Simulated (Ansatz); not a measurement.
The starting structures come from a database of crystals and need not be the phases stable at ambient conditions.

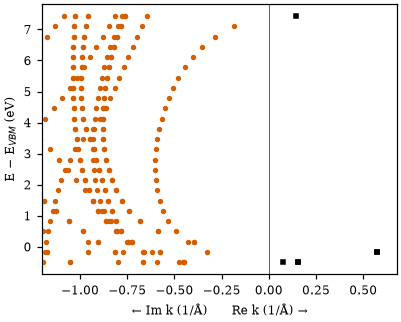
*Complex bands at the centre of the two-dimensional zone; r2SCAN (Ansatz, a first-principles code)*

No gap correction and no spin-orbit coupling; mid-gap values are interpolated between computed energies.

### Question
This is Rb$_{2}$GeF$_{6}$ (Fm-3m, not sure to be the ambient phase, 9 atoms a cell, 16.7 Å³ an atom) along the normal of (001). Read off the slowest decay at the centre of the two-dimensional zone at 3.79 eV, the computed energy nearest the middle of the gap.

### Answer
κ ≈ 0.58 1/Å, a decay length 1/(2κ) of the density of 0.86 Å.
